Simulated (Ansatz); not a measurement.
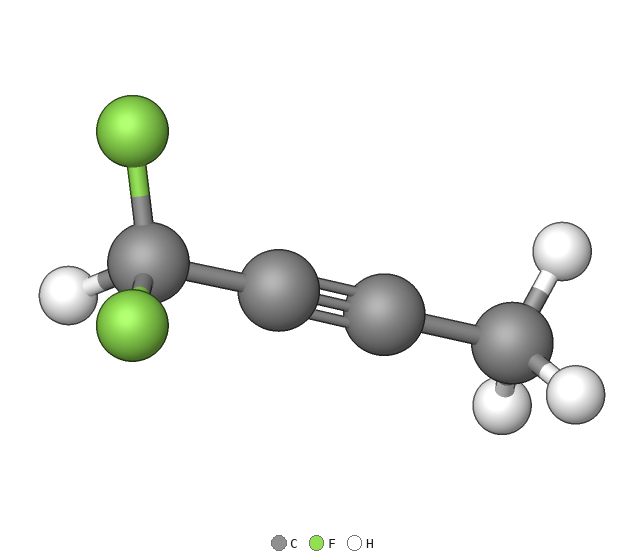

Source: calculation with Ansatz.

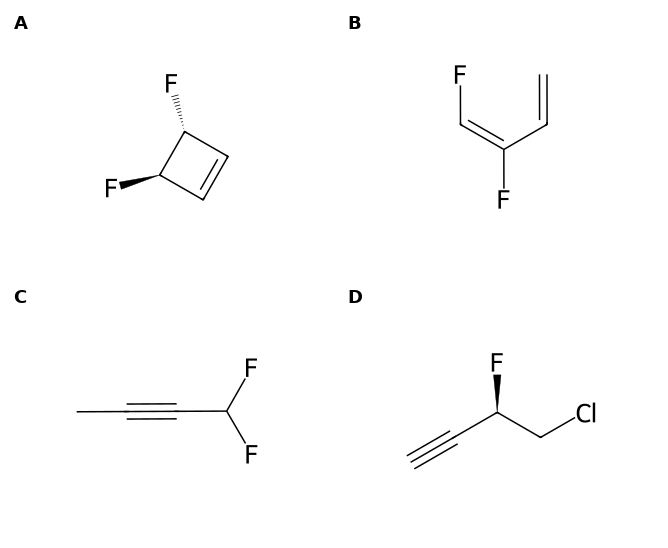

> The first picture shows one of the molecules drawn in the second. Which?

C, `CC#CC(F)F`.
